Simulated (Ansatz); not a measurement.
**Fields on a plane of Ca(MgBi)2 (space group P-3m1)**

```yaml
crystal:
  lattice:
    - [4.73465, 0.00000, 0.00000]
    - [-2.36733, 4.10033, 0.00000]
    - [0.00000, 0.00000, 7.59767]
  atoms:
    - { symbol: Ca, position: [0.00000, 0.00000, 0.00000] }
    - { symbol: Mg, position: [0.66667, 0.33333, 0.37108] }
    - { symbol: Mg, position: [0.33333, 0.66667, 0.62892] }
    - { symbol: Bi, position: [0.33333, 0.66667, 0.23711] }
    - { symbol: Bi, position: [0.66667, 0.33333, 0.76289] }
```

The slice is a (-1 1 0 2) plane (indices of the conventional cell) through the point (0.333, 0.667, 0.629) (fractional), spanned by u = [110] and v = [1 -1 1] in vectors of this cell: u (4.73 Å) and v (11.18 Å, at 90° to u). It covers one period; positions are fractions (u, v).

Atoms on it: Mg at (0.00, 0.00). Other atoms lie within 1 Å of the plane.

Computed with PBEsol (plane waves to 420 eV, PAW, scalar-relativistic; Ansatz, an electronic-structure program). k mesh 11×11×6. These are valence fields of a PAW run, semicore shells included where kept as valence: close to a nucleus they are smooth pseudo fields. Ca(MgBi)2 was relaxed with its symmetry unable to fall. Spin-orbit coupling is left out, though Bi is heavy.

```
|xxxxxx33777777777733xxxx|
|xxxx115577777777775511xx|
|224466776644334466776644|
|7777776622xxxxxx22667777|
|99998855xxxxxxxxxx558899|
|99998844xxxxxxxxxx448899|
|9999885500xxxxxx00558899|
|999999774400xx0044779999|
|999999886644334466889999|
|999999775500000055779999|
|8888885500xxxxxx00558888|
|7777773300xxxxxx00337777|
|6666662200xxxxxx00226666|
|6677775500xxxxxx00557777|
|778888774400000044778888|
|888899998866666688999988|
|999999998888778888999999|
|888888887766556677888888|
|556677775533223355777766|
|002244554411001144554422|
|000033553300000033553300|
|000044554422112244554400|
|224466776655445566776644|
|556677888877777788887766|
|223366888888888888886633|
|xxxx116688999999886611xx|
|xxxxxx33778899887733xxxx|
|xxxxxx22778888887722xxxx|
```
Scale: ten equal steps from 0.00 (start of '0') to 8.35 (end of '9'), in the order '0123456789'. Values: electrostatic potential energy of an electron, from the cell's mean, in eV. The map has 12 points along u (two characters each, u = 0 at the left) and 28 along v (v = 0 in the bottom row). Points within 1 Å of a nucleus are blanked (x), as the pseudised field means little there. Values under 0 eV are set to 0. The zero, the cell's mean, hangs on the PAW cores.

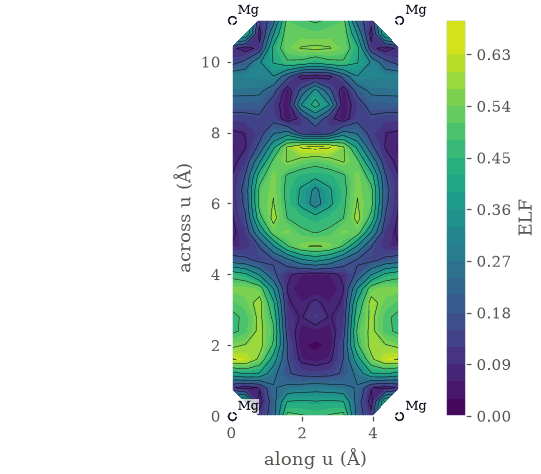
Figure. Electron localisation function (ELF), one period of the plane, atoms marked. Points within 0.5 Å of a nucleus are left white, as the pseudised field means little there.
